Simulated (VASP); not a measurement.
Band structure of SiO2 (rutile). Computed with vdW-DF-cx, VASP's PBE PAW potentials (set 64) (plane waves; VASP).

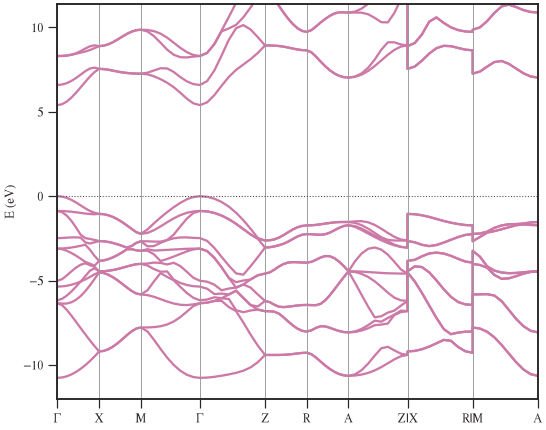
Bands along high-symmetry lines, zero at the valence-band maximum or, without a gap, the Fermi level

### Question
Read the plot: is there a gap, and where are the band edges?

### Answer
The gap is direct, 5.40 eV, from the valence maximum at Γ to the conduction minimum at Γ. (Edges off the drawn lines would not show.)

The compound is SiO2 in the rutile structure, stishovite, a high-pressure form. It was relaxed first.
